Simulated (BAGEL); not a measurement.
**C2H5NSi (SMILES C[SiH2]C#N): a chain of runs**

Wanted: the energy (HF/6-31G*), then the energy (NEVPT2(2,2)/6-31G*), then the energy (CASPT2(2,2)/6-31G*) of C2H5NSi. 

Program for the calculation: BAGEL 1.2.2.

2 further runs of the same task are left out: 2 set aside as unsound or not needed.

## Step 1: The molecule

The species is C2H5NSi (9 atoms), meant as a singlet with charge 0. As SMILES, `C[SiH2]C#N`. The shape is that of a PBE0-D4/def2-TZVP optimisation.

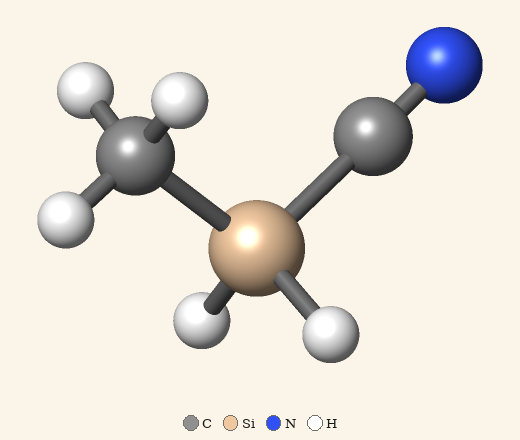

Viewed from a chosen angle; carbon grey, silicon light orange, nitrogen blue, hydrogen white.

## Step 2: The energy at HF/6-31G(d) (density fitting with svp-jkfit, spherical functions) (run 1)

The input, input.json:

```json
{ "bagel": [

{
  "title": "molecule",
  "basis": "6-31gs.json",
  "df_basis": "svp-jkfit",
  "angstrom": true,
  "geometry": [
    { "atom": "C", "xyz": [      -0.671995,       0.931108,      -0.497498 ] },
    { "atom": "Si", "xyz": [      -0.146795,      -0.554592,       0.488302 ] },
    { "atom": "C", "xyz": [       1.638305,      -0.910092,       0.129802 ] },
    { "atom": "N", "xyz": [       2.747305,      -1.112392,      -0.107598 ] },
    { "atom": "H", "xyz": [      -0.554095,       0.746108,      -1.566798 ] },
    { "atom": "H", "xyz": [      -0.072800,       1.803400,      -0.229800 ] },
    { "atom": "H", "xyz": [      -1.721895,       1.160408,      -0.300898 ] },
    { "atom": "H", "xyz": [      -0.893295,      -1.779392,       0.117002 ] },
    { "atom": "H", "xyz": [      -0.236395,      -0.330792,       1.950302 ] }
  ]
},

{ "title": "hf" },

{ "title": "print", "file": "orbitals.molden", "orbitals": true }

]}
```

The basis set 6-31G* is read from a file made from the Basis Set Exchange's data (not shown).

Launch:

```
$ BAGEL_NUM_THREADS=1 BAGEL input.json > input.out
```

The log of the run:

```text
* using 1 threads per process

  ===============================================================
  ===============================================================

  *** Geometry ***

  { "atom" : "C", "xyz" : [     -1.269887,      1.759539,     -0.940135 ] },
  { "atom" : "Si", "xyz" : [     -0.277402,     -1.048027,      0.922757 ] },
  { "atom" : "C", "xyz" : [      3.095948,     -1.719825,      0.245290 ] },
  { "atom" : "N", "xyz" : [      5.191654,     -2.102116,     -0.203331 ] },
  { "atom" : "H", "xyz" : [     -1.047088,      1.409940,     -2.960819 ] },
  { "atom" : "H", "xyz" : [     -0.137572,      3.407932,     -0.434259 ] },
  { "atom" : "H", "xyz" : [     -3.253910,      2.192853,     -0.568615 ] },
  { "atom" : "H", "xyz" : [     -1.688083,     -3.362564,      0.221102 ] },
  { "atom" : "H", "xyz" : [     -0.446722,     -0.625106,      3.685537 ] },

  Number of auxiliary basis functions:      445

  Since a DF basis is specified, we compute 2- and 3-index integrals:
    o Being stored without compression. Storage requirement is 0.017 GB

  Number of basis functions:       70
  Number of electrons      :       38

    * METHOD: MOLECULE                             0.20

  *** RHF ***

  === Nuclear Repulsion ===
   138.0890681984

      * DIIS with orbital gradients will be used.

  === RHF iteration (6-31gs.json) ===
      0       -421.80263252          0.02366628           0.04
      1       -421.89882183          0.02027650           0.04
      2       -422.01847852          0.00250360           0.04
      3       -422.02135867          0.00082925           0.04
      4       -422.02167354          0.00012931           0.04
      5       -422.02168596          0.00004902           0.04
      6       -422.02168722          0.00001734           0.04
      7       -422.02168741          0.00000253           0.04
      8       -422.02168741          0.00000165           0.04
      9       -422.02168741          0.00000044           0.04
     10       -422.02168741          0.00000024           0.04
     11       -422.02168741          0.00000008           0.04
     12       -422.02168741          0.00000002           0.04
     13       -422.02168741          0.00000001           0.04
    * SCF iteration converged.

    * Permanent dipole moment:
           (    1.484220,    -0.539476,    -0.105198) a.u.

    * METHOD: HF                                   0.71

    * METHOD: PRINT                                0.01

  ===============================================================
```

Wall time 1.1 s (1 thread of Arm Neoverse V1, shared host); peak memory 0.15 GiB.

## Step 3: The energy at NEVPT2(2,2)/6-31G(d) (density fitting with svp-jkfit, spherical functions) (run 2)

The input, job.json:

```json
{ "bagel" : [

{
  "title" : "molecule",
  "basis" : "6-31gs.json",
  "df_basis" : "svp-jkfit",
  "angstrom" : true,
  "geometry" : [
    { "atom" : "C", "xyz" : [      -0.671995,       0.931108,      -0.497498 ] },
    { "atom" : "Si", "xyz" : [      -0.146795,      -0.554592,       0.488302 ] },
    { "atom" : "C", "xyz" : [       1.638305,      -0.910092,       0.129802 ] },
    { "atom" : "N", "xyz" : [       2.747305,      -1.112392,      -0.107598 ] },
    { "atom" : "H", "xyz" : [      -0.554095,       0.746108,      -1.566798 ] },
    { "atom" : "H", "xyz" : [      -0.072800,       1.803400,      -0.229800 ] },
    { "atom" : "H", "xyz" : [      -1.721895,       1.160408,      -0.300898 ] },
    { "atom" : "H", "xyz" : [      -0.893295,      -1.779392,       0.117002 ] },
    { "atom" : "H", "xyz" : [      -0.236395,      -0.330792,       1.950302 ] }
  ]
},

{
  "title" : "hf"
},

{
  "title" : "nevpt2",
  "nstate" : 1,
  "nact" : 2,
  "nclosed" : 18,
  "active" : [13, 25],
  "maxiter" : 200,
  "natocc" : true,
  "ncore" : 8
},

{
  "title" : "print",
  "file" : "orbitals.molden",
  "orbitals" : true
}

]}
```

The basis set 6-31G* is read from a file made from the Basis Set Exchange's data (not shown).

Launch:

```
$ BAGEL_NUM_THREADS=1 BAGEL job.json > job.out
```

The log of the run:

```text
* using 1 threads per process

  ===============================================================
  ===============================================================

  *** Geometry ***

  { "atom" : "C", "xyz" : [     -1.269887,      1.759539,     -0.940135 ] },
  { "atom" : "Si", "xyz" : [     -0.277402,     -1.048027,      0.922757 ] },
  { "atom" : "C", "xyz" : [      3.095948,     -1.719825,      0.245290 ] },
  { "atom" : "N", "xyz" : [      5.191654,     -2.102116,     -0.203331 ] },
  { "atom" : "H", "xyz" : [     -1.047088,      1.409940,     -2.960819 ] },
  { "atom" : "H", "xyz" : [     -0.137572,      3.407932,     -0.434259 ] },
  { "atom" : "H", "xyz" : [     -3.253910,      2.192853,     -0.568615 ] },
  { "atom" : "H", "xyz" : [     -1.688083,     -3.362564,      0.221102 ] },
  { "atom" : "H", "xyz" : [     -0.446722,     -0.625106,      3.685537 ] },

  Number of auxiliary basis functions:      445

  Since a DF basis is specified, we compute 2- and 3-index integrals:
    o Being stored without compression. Storage requirement is 0.017 GB

  Number of basis functions:       70
  Number of electrons      :       38

    * METHOD: MOLECULE                             0.20

  *** RHF ***

  === Nuclear Repulsion ===
   138.0890681984

      * DIIS with orbital gradients will be used.

  === RHF iteration (6-31gs.json) ===
      0       -421.80263252          0.02366628           0.04
      1       -421.89882183          0.02027650           0.04
      2       -422.01847852          0.00250360           0.04
      3       -422.02135867          0.00082925           0.04
      4       -422.02167354          0.00012931           0.04
      5       -422.02168596          0.00004902           0.04
      6       -422.02168722          0.00001734           0.04
      7       -422.02168741          0.00000253           0.04
      8       -422.02168741          0.00000165           0.04
      9       -422.02168741          0.00000044           0.04
     10       -422.02168741          0.00000024           0.04
     11       -422.02168741          0.00000008           0.04
     12       -422.02168741          0.00000002           0.04
     13       -422.02168741          0.00000001           0.04
    * SCF iteration converged.

    * Permanent dipole moment:
           (    1.484220,    -0.539476,    -0.105198) a.u.

    * METHOD: HF                                   0.71

    * freezing 8 orbitals
  ---------------------------
      CASSCF calculation
  ---------------------------

    ==== Active orbitals : =====
         Orbital 13
         Orbital 25
    ============================

    * nstate   :      1
    * nclosed  :     18
    * nact     :      2
    * nvirt    :     50
  === CASSCF iteration (6-31gs.json) ===

    * Using the second-order algorithm

      0  0      -422.02275136     1.89e-04      0.02

      1  0      -422.02956259     5.00e-04      0.17

      2  0      -422.02981201     3.45e-05      0.25

      3  0      -422.02981423     3.78e-06      0.26

      4  0      -422.02981426     5.71e-07      0.26

      5  0      -422.02981426     1.53e-07      0.23

      6  0      -422.02981426     4.05e-08      0.26

      7  0      -422.02981426     1.01e-08      0.18

      8  0      -422.02981426     2.46e-09      0.19

    * Second-order optimization converged. *

     guess   0:   closed 1.                   open ..

  === FCI iteration ===

      0  0      -422.02163002     5.83e-02      0.00
      1  0      -422.02979601     2.05e-03      0.00
      2  0 *    -422.02981426     3.46e-16      0.00

     * ci vector, state   0, <S^2> = 0.0000
       2.     0.9975452890
       .2    -0.0700242551

  === DF-NEVPT2 calculation ===

    * 3-index integral transformation done
    * assembly done

      NEVPT2 correlation energy:   -0.4780464017      0.11

          (+0)     -0.4128482525
          (+0)'    -0.0276609198
          (+1)     -0.0033541414
          (+1)'    -0.0000000000
          (+2)     -0.0009000729
          (-1)     -0.0270942018
          (-1)'     0.0000000000
          (-2)     -0.0061888132

      NEVPT2 total energy:       -422.5078606604

    * METHOD: NEVPT2                               2.12

    * METHOD: PRINT                                0.01

  ===============================================================
```

Run time: 3.3 s. Hardware: 1 thread of Arm Neoverse V1, shared host; peak memory 0.15 GiB.

## Step 4: A single-point energy at CASPT2(2,2)/6-31G(d) (density fitting with svp-jkfit, spherical functions) (run 3)

input.json: that of step 2 with these lines changed.

```diff
@@ -20,5 +20,32 @@
 
-{ "title": "hf" },
+{
+  "title": "hf"
+},
 
-{ "title": "print", "file": "orbitals.molden", "orbitals": true }
+{
+  "title": "casscf",
+  "nstate": 1,
+  "nact": 2,
+  "nclosed": 18,
+  "active": [13, 25],
+  "maxiter": 200,
+  "natocc": true
+},
+
+{
+  "title": "print",
+  "file": "orbitals.molden",
+  "orbitals": true
+},
+
+{
+  "title": "smith",
+  "method": "caspt2",
+  "ms": true,
+  "xms": true,
+  "sssr": true,
+  "shift": 0.2,
+  "shift_imag": true,
+  "ncore": 8
+}
```

The basis set 6-31G* is read from a file made from the Basis Set Exchange's data (not shown).

Launch:

```
$ BAGEL_NUM_THREADS=1 BAGEL input.json > input.out
```

The log of the run:

```text
* using 1 threads per process

  ===============================================================
  ===============================================================

  *** Geometry ***

  { "atom" : "C", "xyz" : [     -1.269887,      1.759539,     -0.940135 ] },
  { "atom" : "Si", "xyz" : [     -0.277402,     -1.048027,      0.922757 ] },
  { "atom" : "C", "xyz" : [      3.095948,     -1.719825,      0.245290 ] },
  { "atom" : "N", "xyz" : [      5.191654,     -2.102116,     -0.203331 ] },
  { "atom" : "H", "xyz" : [     -1.047088,      1.409940,     -2.960819 ] },
  { "atom" : "H", "xyz" : [     -0.137572,      3.407932,     -0.434259 ] },
  { "atom" : "H", "xyz" : [     -3.253910,      2.192853,     -0.568615 ] },
  { "atom" : "H", "xyz" : [     -1.688083,     -3.362564,      0.221102 ] },
  { "atom" : "H", "xyz" : [     -0.446722,     -0.625106,      3.685537 ] },

  Number of auxiliary basis functions:      445

  Since a DF basis is specified, we compute 2- and 3-index integrals:
    o Being stored without compression. Storage requirement is 0.017 GB

  Number of basis functions:       70
  Number of electrons      :       38

    * METHOD: MOLECULE                             0.20

  *** RHF ***

  === Nuclear Repulsion ===
   138.0890681984

      * DIIS with orbital gradients will be used.

  === RHF iteration (6-31gs.json) ===
      0       -421.80263252          0.02366628           0.04
      1       -421.89882183          0.02027650           0.04
      2       -422.01847852          0.00250360           0.04
      3       -422.02135867          0.00082925           0.04
      4       -422.02167354          0.00012931           0.04
      5       -422.02168596          0.00004902           0.04
      6       -422.02168722          0.00001734           0.04
      7       -422.02168741          0.00000253           0.04
      8       -422.02168741          0.00000165           0.04
      9       -422.02168741          0.00000044           0.04
     10       -422.02168741          0.00000024           0.04
     11       -422.02168741          0.00000008           0.04
     12       -422.02168741          0.00000002           0.04
     13       -422.02168741          0.00000001           0.04
    * SCF iteration converged.

    * Permanent dipole moment:
           (    1.484220,    -0.539476,    -0.105198) a.u.

    * METHOD: HF                                   0.72

  ---------------------------
      CASSCF calculation
  ---------------------------

    ==== Active orbitals : =====
         Orbital 13
         Orbital 25
    ============================

    * nstate   :      1
    * nclosed  :     18
    * nact     :      2
    * nvirt    :     50
  === CASSCF iteration (6-31gs.json) ===

    * Using the second-order algorithm

      0  0      -422.02275136     1.89e-04      0.02

      1  0      -422.02956259     5.00e-04      0.19

      2  0      -422.02981201     3.45e-05      0.27

      3  0      -422.02981423     3.78e-06      0.27

      4  0      -422.02981426     5.71e-07      0.27

      5  0      -422.02981426     1.53e-07      0.23

      6  0      -422.02981426     4.05e-08      0.25

      7  0      -422.02981426     1.01e-08      0.18

      8  0      -422.02981426     2.46e-09      0.19

    * Second-order optimization converged. *

     guess   0:   closed 1.                   open ..

  === FCI iteration ===

      0  0      -422.02163002     5.83e-02      0.00
      1  0      -422.02979601     2.05e-03      0.00
      2  0 *    -422.02981426     3.46e-16      0.00

     * ci vector, state   0, <S^2> = 0.0000
       2.     0.9975452890
       .2    -0.0700242551

    * METHOD: CASSCF                               1.97

    * METHOD: PRINT                                0.01

  === SMITH program ===

    * freezing 8 orbitals

    * Approximate memory requirement for SMITH calulation per MPI process:
      o Storage requirement for T-amplitude, lambda, and residual is 0.01 GB
      o Storage requirement for MO integrals is 0.00 GB
    * Calculating and saving rdm4f

    * Zeroth order energy : state  0       -1.1425740151

    * CASPT2 iteration is performed using orthogonal basis

      -------------------------------------------  CASPT2 iteration  ---------------------------------------------------
       #      aibj      arbs      arbi      airj      risj      airs      arst      rist         Etot      error   time
      ------------------------------------------------------------------------------------------------------------------

       0  -0.40992  -0.00723  -0.02646  -0.00341  -0.00105  -0.02331  -0.00000   0.00000   -0.4713921  0.0017780   0.05
       1  -0.41005  -0.00724  -0.02652  -0.00349  -0.00112  -0.02385  -0.00000  -0.00000   -0.4722776  0.0002905   0.04
       2  -0.41006  -0.00725  -0.02648  -0.00350  -0.00112  -0.02390  -0.00000  -0.00000   -0.4723099  0.0000508   0.04
       3  -0.41006  -0.00725  -0.02648  -0.00349  -0.00113  -0.02390   0.00000  -0.00000   -0.4723106  0.0000107   0.04
       4  -0.41006  -0.00725  -0.02648  -0.00349  -0.00113  -0.02390   0.00000   0.00000   -0.4723106  0.0000019   0.04
       5  -0.41006  -0.00725  -0.02648  -0.00349  -0.00113  -0.02390   0.00000   0.00000   -0.4723106  0.0000003   0.04

      ------------------------------------------------------------------------------------------------------------------

    * CASPT2 energy : state  0     -422.5053705463
        w/o shift correction       -422.5021248626
        reference weight              0.8479764495

    * METHOD: SMITH                                0.38

  ===============================================================
```

Run time: 3.6 s. Hardware: 1 thread of Arm Neoverse V1, shared host; peak memory 0.15 GiB.

## Step 5: Outcome

| quantity | value |
| --- | --- |
| run 1, HF/6-31G*: total energy | -422.02169 Eh |
| run 1, HF/6-31G*: dipole moment | 4.02 D |
| run 1, HF/6-31G*: HOMO energy | -12.48 eV |
| run 1, HF/6-31G*: LUMO energy | 3.35 eV |
| run 1, HF/6-31G*: HOMO–LUMO gap | 15.83 eV |
| run 2, NEVPT2(2,2)/6-31G*: total energy | -422.50786 Eh |
| run 3, CASPT2(2,2)/6-31G*: total energy | -422.50537 Eh |
